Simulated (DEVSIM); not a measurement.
Device: abrupt Si p-n junction, at 250 K.

```
layer (left to right)  material  thickness (μm)  Nd (cm⁻³)  Na (cm⁻³)  τn (s)  τp (s)
---------------------  --------  --------------  ---------  ---------  ------  ------
1                            Si            20.0          -     3.5e15  2.4e-7  2.4e-7
2                            Si            1.80     1.5e14          -  2.4e-7  2.4e-7
```

Left contact: ohmic. Right contact: ohmic. Voltage is applied to the left contact. Recombination: SRH at mid-gap, radiative, Auger. Gap narrowing is on: ΔEg = 6.92 meV × (l + √(l² + 0.5)), l = ln(N/1.3e17 cm⁻³), shared equally by both band edges. Mobility is constant in doping.

The device is made up for the run: typed textbook-type constants, with dimensions and the other settings drawn at random. Values at 300 K; Nc and Nv go as T^1.5, mobilities as T to minus their exponent, the gap by Varshni's rule with the affinity fixed.

```csv
parameter,Si
gap (eV),1.124
affinity (eV),4.05
permittivity,11.7
Nc (cm⁻³),2.86e19
Nv (cm⁻³),3.1e19
μn (cm²/Vs),1417
μp (cm²/Vs),470
T exponent of μn,2.3
T exponent of μp,2.2
B (cm³/s),4.7e-15
Cn (cm⁶/s),2.8e-31
Cp (cm⁶/s),9.9e-32
Varshni α (eV/K),0.000473
Varshni β (K),636
```

Simulated with DEVSIM: 1D drift-diffusion, Boltzmann statistics, complete ionisation; no tunnelling, impact ionisation, image-force lowering or self-heating.

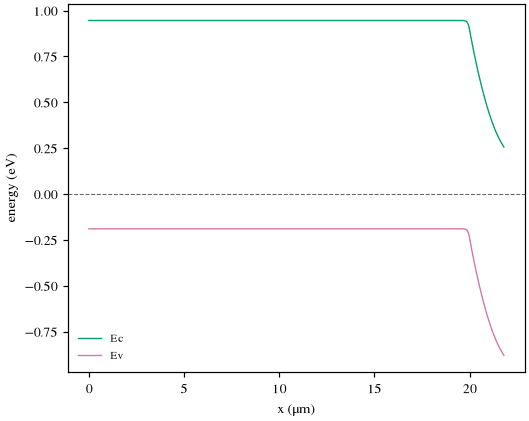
Fig. 1. Band edges at zero bias

Energies count from the Fermi level of the right contact; mesh points crowd at the junctions.

```
x (μm)   Ec (eV)  Ev (eV)  n (cm⁻³)  p (cm⁻³)  field (V/cm)
-------  -------  -------  --------  --------  ------------
0.000      0.946   -0.190     < 1e2    3.5e15           ≈ 0
0.03252    0.946   -0.190     < 1e2    3.5e15           ≈ 0
0.1090     0.946   -0.190     < 1e2    3.5e15           ≈ 0
0.2889     0.946   -0.190     < 1e2    3.5e15           ≈ 0
0.9547     0.946   -0.190     < 1e2    3.5e15           ≈ 0
2.278      0.946   -0.190     < 1e2    3.5e15           ≈ 0
5.389      0.946   -0.190     < 1e2    3.5e15           ≈ 0
13.88      0.946   -0.190     < 1e2    3.5e15           ≈ 0
17.41      0.946   -0.190     < 1e2    3.5e15           ≈ 0
18.91      0.946   -0.190     < 1e2    3.5e15           ≈ 0
19.55      0.946   -0.190     < 1e2    3.5e15           ≈ 0
19.87      0.937   -0.198     < 1e2    2.4e15         -1300
19.96      0.916   -0.220     < 1e2    8.7e14         -3900
20.00      0.897   -0.238     < 1e2    3.7e14         -5600
20.04      0.874   -0.262     < 1e2    1.2e14         -5600
20.12      0.830   -0.306       400    1.6e13         -5400
20.30      0.736   -0.400     32000    2.0e11         -4900
20.73      0.548   -0.588     2.0e8     3.3e7         -3900
21.44      0.326   -0.810    5.8e12      1100         -2300
21.66      0.281   -0.855    4.7e13       140         -1800
21.75      0.264   -0.872    1.0e14     < 1e2         -1700
21.80      0.256   -0.880    1.5e14     < 1e2         -1700
```
